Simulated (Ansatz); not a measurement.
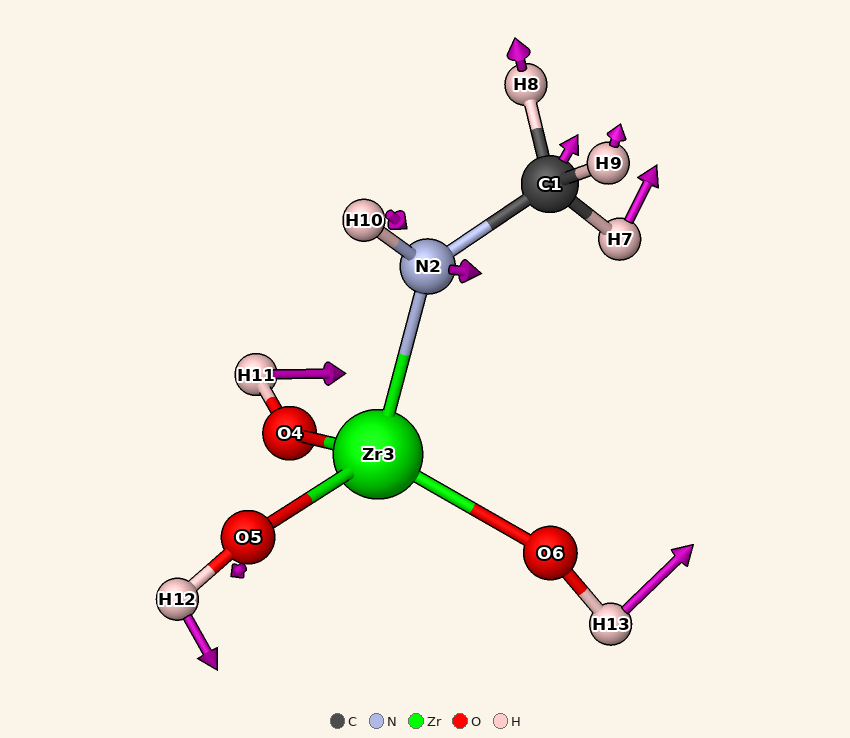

The arrows show one normal mode. The species is neutral and a spin singlet. Harmonic vibrations computed with RKS PBE0-D4/def2-TZVP, core potentials on Zr (Ansatz 0.2.0) at a stationary point of the same level.

> Describe the motion.

Mostly angle bending.

> Estimate its harmonic wavenumber.

209 cm⁻¹; it is mode 9 of 33 counted from the lowest.
